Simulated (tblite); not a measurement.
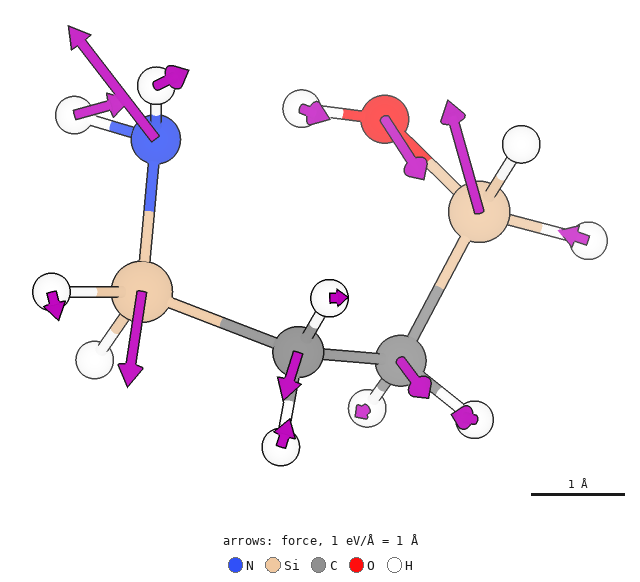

Starting geometry of C2H11NOSi2 with the computed forces as purple arrows. Style: ball-and-stick. Shown at a tilt.

Method: GFN2-xTB geometry optimisation, gas phase (tblite). 

### Is this structure relaxed? If not, where do the atoms go?

It isn't relaxed: the largest force vector, on the N atom, is 1.56 eV/Å. The final displacements have little in common with the starting forces (cosine between the two patterns 0.23). Over 82 geometry steps the energy falls by 5.95 kcal/mol. The atom that moves furthest after the best rigid fit is an H atom (0.41 Å). By element the largest moves are H 0.41 Å, O 0.14 Å, N 0.09 Å, C 0.09 Å, Si 0.08 Å. Near-neighbour distances that change, for instance: O–Si 1.663 → 1.616 Å, N–Si 1.715 → 1.744 Å, C–Si 1.881 → 1.907 Å, H–N 1.026 → 1.009 Å. Bond angles that change, for instance: Si–N–H 107.2° → 117.0°, Si–N–H 108.1° → 117.1°, N–Si–H 105.6° → 112.9°. The run took 0.86 s on 1 thread of Arm Neoverse N1, on a shared host.
